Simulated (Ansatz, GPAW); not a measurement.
# methylbenzenedithiol between two Ni chains: relaxation, then transmission at several levels, part 2 of 4

Aim: the conductance of methylbenzenedithiol between two Ni chains after relaxation, and whether geometry, basis or functional moves it most.

GPAW 26.7.0 and Ansatz 0.2.0; Ansatz plane waves; relaxation of the junction with the lead ends held; PAW set soft_1 (the session's first sound run).

So far: The starting structure; Relaxing the atoms.

### Step 2. Relaxing the atoms (continued)

The steps of the relaxation (22 of 35):

```tsv
step	energy less that of the first step (eV)	largest force component (eV/Å)
1	0.0000	4.3749
3	-0.9721	0.9274
4	-1.1380	0.2410
6	-1.3763	0.3131
7	-1.5019	0.2644
9	-1.7007	0.1426
11	-1.8193	0.1329
12	-1.8434	0.1652
14	-1.8767	0.1880
16	-1.9148	0.0991
17	-1.9287	0.0995
19	-1.9497	0.1654
20	-1.9589	0.1501
22	-1.9793	0.1605
24	-1.9978	0.2677
25	-2.0082	0.2635
27	-2.0376	0.2716
29	-2.0574	0.2530
30	-2.0636	0.1850
32	-2.0737	0.0572
33	-2.0750	0.0328
35	-2.0758	0.0078
```

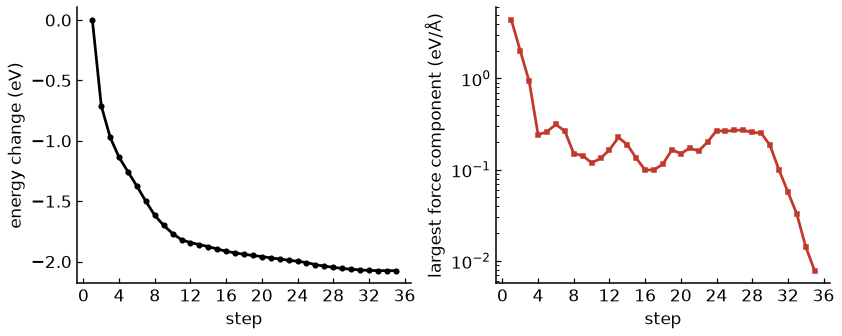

Energy and largest force along the relaxation.

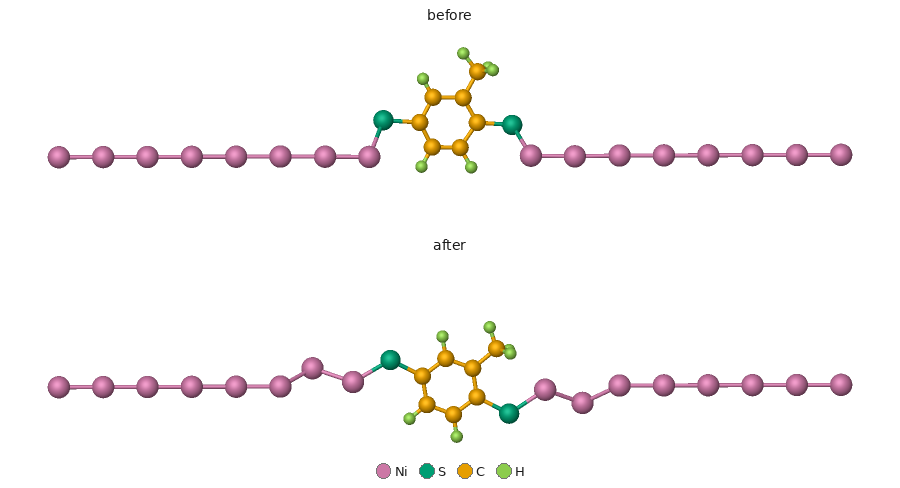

The structure before and after the relaxation, drawn at the same scale.

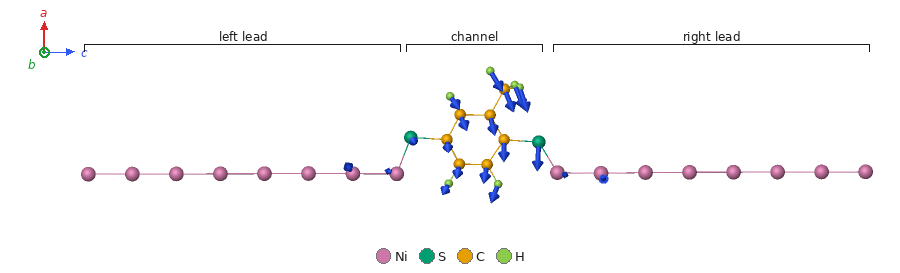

Displacements in the relaxation, scaled; the longest in the cell stands for 3.10 Å.

The atoms that moved most (Å):

```tsv
atom	dx	dy	dz	length
S23	-2.807	1.277	-0.274	3.096
H21	-2.507	1.463	0.878	3.033
H22	-2.547	1.470	0.716	3.026
C20	-2.236	1.447	0.784	2.776
H17	-2.087	1.405	1.152	2.767
C19	-2.122	1.155	-0.126	2.419
C16	-1.929	1.210	0.348	2.304
H18	-1.877	0.954	-0.795	2.251
```

The relaxed structure:

```cif
data_structure
_symmetry_space_group_name_H-M 'P 1'
_symmetry_Int_Tables_number 1
_cell_length_a 16.4077
_cell_length_b 11.2273
_cell_length_c 40.2917
_cell_angle_alpha 90.000
_cell_angle_beta 90.000
_cell_angle_gamma 90.000
_cell_volume 7422.29
loop_
_atom_site_label
_atom_site_type_symbol
_atom_site_fract_x
_atom_site_fract_y
_atom_site_fract_z
_atom_site_occupancy
Ni1 Ni 0.50000 0.50000 0.02680 1
Ni2 Ni 0.50000 0.50000 0.08041 1
Ni3 Ni 0.50000 0.50000 0.13402 1
Ni4 Ni 0.50000 0.50000 0.18763 1
Ni5 Ni 0.50000 0.50000 0.24124 1
Ni6 Ni 0.50000 0.50000 0.29485 1
Ni7 Ni 0.55154 0.39825 0.33640 1
Ni8 Ni 0.51263 0.48188 0.38322 1
S9 S 0.57719 0.48858 0.42822 1
C10 C 0.52901 0.47861 0.46726 1
H11 H 0.40261 0.45990 0.45216 1
H12 H 0.64643 0.49379 0.49112 1
C13 C 0.44456 0.46684 0.47305 1
C14 C 0.58093 0.48570 0.49530 1
C15 C 0.41476 0.46415 0.50525 1
C16 C 0.55199 0.48467 0.52787 1
H17 H 0.67360 0.49940 0.54808 1
H18 H 0.34936 0.45513 0.50939 1
C19 C 0.46664 0.47450 0.53325 1
C20 C 0.61009 0.49525 0.55648 1
H21 H 0.60416 0.41867 0.57351 1
H22 H 0.59745 0.57634 0.57108 1
S23 S 0.41738 0.47807 0.57211 1
Ni24 Ni 0.48786 0.48032 0.61564 1
Ni25 Ni 0.44676 0.40337 0.66296 1
Ni26 Ni 0.50000 0.50000 0.70515 1
Ni27 Ni 0.50000 0.50000 0.75876 1
Ni28 Ni 0.50000 0.50000 0.81237 1
Ni29 Ni 0.50000 0.50000 0.86598 1
Ni30 Ni 0.50000 0.50000 0.91959 1
Ni31 Ni 0.50000 0.50000 0.97320 1
```

This step gave:

* free energy: -97050.0557 eV
* smearing term TS: 1.464 eV
* total moment: 17.59 μB
* absolute magnetization: 18.60 μB
* symmetry operations: 1

Site moment by element, in μB:

```tsv
element	atoms	mean	spread (r.m.s.)	least	largest
Ni	16	1.04	0.08	0.86	1.10
S	2	0.05	0.00	0.05	0.05
C	7	0.00	0.00	0.00	0.01
H	6	0.00	0.00	0.00	0.00
```

The atoms farthest from the mean of their element:

```tsv
atom	x, y, z (Å)	site moment (μB)
Ni24	8.00, 5.39, 24.81	0.86
Ni8	8.41, 5.41, 15.44	0.87
Ni5	8.20, 5.61, 9.72	1.10
Ni27	8.20, 5.61, 30.57	1.10
Ni3	8.20, 5.61, 5.40	1.09
Ni29	8.20, 5.61, 34.89	1.09
Ni31	8.20, 5.61, 39.21	1.09
Ni1	8.20, 5.61, 1.08	1.09
```

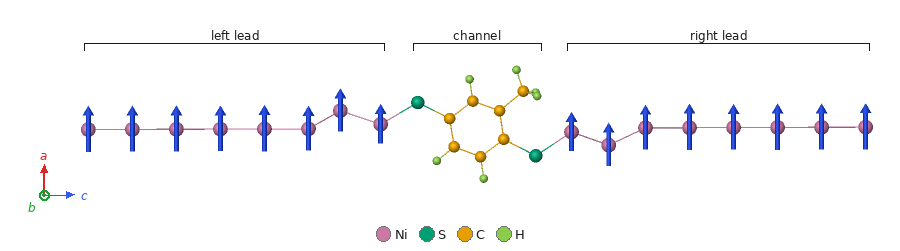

Site moment as arrows, the longest 1.10 μB. Up and down stand for the sign. Arrows give size and sign along the axis of quantisation, drawn up and down the page.

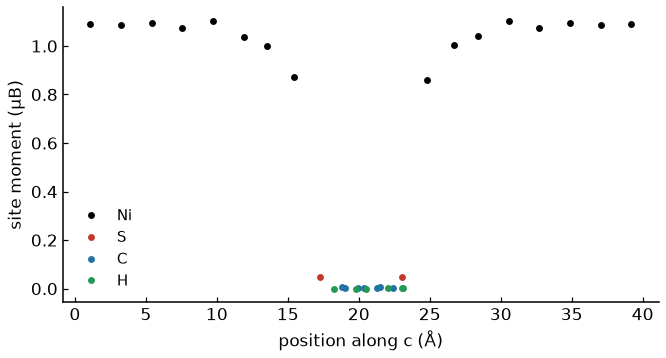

Site moment along the cell.

The relaxation lowered the energy of the cell by 2.08 eV.

### Step 3. Plane-wave reference (PBE)

A plane-wave run comes first: its basis does not favour the atoms, so it serves as the reference for the orbital bases.

This step: Ansatz plane waves; Landauer transmission by layers, zero bias; PAW set soft_1 (Ansatz 0.2.0).

input.yaml

```yaml
crystal:
  lattice:
    - [16.4076762891, 0.0, 0.0]
    - [0.0, 11.2273015641, 0.0]
    - [0.0, 0.0, 40.2917127116]
  atoms:
    - { symbol: Ni, position: [0.5, 0.5, 0.0268045195], spin: 1.0 }
    - { symbol: Ni, position: [0.5, 0.5, 0.0804135586], spin: 1.0 }
    - { symbol: Ni, position: [0.5, 0.5, 0.1340225976], spin: 1.0 }
    - { symbol: Ni, position: [0.5, 0.5, 0.1876316367], spin: 1.0 }
    - { symbol: Ni, position: [0.5, 0.5, 0.2412406757], spin: 1.0 }
    - { symbol: Ni, position: [0.5, 0.5, 0.2948497148], spin: 1.0 }
    - { symbol: Ni, position: [0.5515382845, 0.3982499428, 0.3363966713], spin: 1.0 }
    - { symbol: Ni, position: [0.5126292094, 0.4818794396, 0.3832206847], spin: 1.0 }
    - { symbol: S, position: [0.5771903295, 0.4885766229, 0.4282151942] }
    - { symbol: C, position: [0.5290080246, 0.4786101243, 0.4672639249] }
    - { symbol: H, position: [0.4026131105, 0.4598961997, 0.4521590491] }
    - { symbol: H, position: [0.6464296359, 0.4937900652, 0.4911229058] }
    - { symbol: C, position: [0.4445620496, 0.4668422844, 0.4730491629] }
    - { symbol: C, position: [0.5809304411, 0.4856965685, 0.495302224] }
    - { symbol: C, position: [0.4147587876, 0.4641530395, 0.5052452632] }
    - { symbol: C, position: [0.5519948102, 0.4846681191, 0.527872453] }
    - { symbol: H, position: [0.6736026079, 0.4993961429, 0.5480753719] }
    - { symbol: H, position: [0.3493591287, 0.4551296101, 0.5093935021] }
    - { symbol: C, position: [0.466643844, 0.4745005278, 0.5332527427] }
    - { symbol: C, position: [0.6100876191, 0.4952491562, 0.5564776516] }
    - { symbol: H, position: [0.6041573066, 0.4186653593, 0.573510048] }
    - { symbol: H, position: [0.597450209, 0.5763350943, 0.5710787205] }
    - { symbol: S, position: [0.4173769431, 0.4780705441, 0.5721139701] }
    - { symbol: Ni, position: [0.4878557835, 0.4803204112, 0.6156354728], spin: 1.0 }
    - { symbol: Ni, position: [0.4467623512, 0.4033732923, 0.6629610274], spin: 1.0 }
    - { symbol: Ni, position: [0.5, 0.5, 0.7051502852], spin: 1.0 }
    - { symbol: Ni, position: [0.5, 0.5, 0.7587593243], spin: 1.0 }
    - { symbol: Ni, position: [0.5, 0.5, 0.8123683633], spin: 1.0 }
    - { symbol: Ni, position: [0.5, 0.5, 0.8659774024], spin: 1.0 }
    - { symbol: Ni, position: [0.5, 0.5, 0.9195864414], spin: 1.0 }
    - { symbol: Ni, position: [0.5, 0.5, 0.9731954805], spin: 1.0 }
magnetization:
  spin_polarized: true
kpoints:
  mp_grid: { grid: [1, 1, 2] }
hamiltonian:
  xc: pbe
  pseudopotentials: { kind: paw, azcp: { folder: soft_1 } }
scf:
  occupations: { method: fermi_dirac, width: 0.1 }
output:
  transmission:
    leads: [[0, 1]]
    e_range: [-2, 2]
    de: 0.025
    kmesh: [1, 1]
    reduced_basis: true
  write_potential: true
  write_density: true
  volumetric_format: npy
```

Run with:

```
$ ansatz run input.yaml --threads 4 --pin off --max-ram 8192MiB --backend cpu --events-out ev --progress --plain --runs-dir out
```

Numbers of over 12 decimals in the logs are rounded to 6 here.

What it wrote:

```text
Engine: ansatz 0.2.0, aarch64-unknown-linux-gnu
Pseudopotentials: kind: paw
Pseudopotential: Ni, paw, valence charge 18, recommended cutoff 420 eV (normal), soft_1/Ni.paw.azcp
Pseudopotential: S, paw, valence charge 6, recommended cutoff 420 eV (normal), soft_1/S.paw.azcp
Pseudopotential: C, paw, valence charge 4, recommended cutoff 420 eV (normal), soft_1/C.paw.azcp
Pseudopotential: H, paw, valence charge 1, recommended cutoff 420 eV (normal), soft_1/H.paw.azcp
Functional definition: PBE
  parameter kappa = 0.804
  parameter beta = 0.066725
  exchange = pbe_x(kappa = kappa, mu = beta*pi^2/3)
  correlation = pbe_c(beta = beta)
Error: memory limit exceeded: the `scf loop` phase needs 9.34 GiB against the run's memory maximum of 8.00 GiB; largest carriers: eigensolver slots 1.86 GiB, wavefunctions 1.82 GiB, projector tables 1.39 GiB, iteration grids 1.01 GiB, density mixer 0.91 GiB; a spill directory would not be enough: with 4 of 4 wavefunction blocks spilled the largest phase would still need 8.44 GiB
with nothing else changed it takes a maximum of at least 9.35 GiB, with nothing to spare, and 10.28 GiB leaves up to a tenth: --max-ram 10.28GiB where that set the maximum, else more of the term that did, and with no share typed, where 10.28 GiB is over 0.88 of the host's memory or its container's limit, a share of 0.88 or more that holds the maximum too (--max-ram-frac F), where one does; The budget is ten elevenths [...]
```

Run time: 3.5 s. Hardware: 4 threads of Arm Neoverse V2, shared host; peak memory 0.53 GiB.

The input was rejected at the start.

The program's message: “Error: memory limit exceeded: the `scf loop` phase needs 9.34 GiB against the run's memory maximum of 8.00 GiB; largest carriers: eigensolver slots 1.86 GiB, wavefunctions 1.82 GiB, projector tables 1 …”

[end of part 2 of 4]

[Logs are printed without paths, hosts, clocks, repeated set-up lines and the standing remarks that a program may print on its own settings, such as how far it seeks lower states.]

[Hosts, paths, dates, database ids (printed as entryN), source tags and the programs' standing remarks are cut or masked in the printed files.]
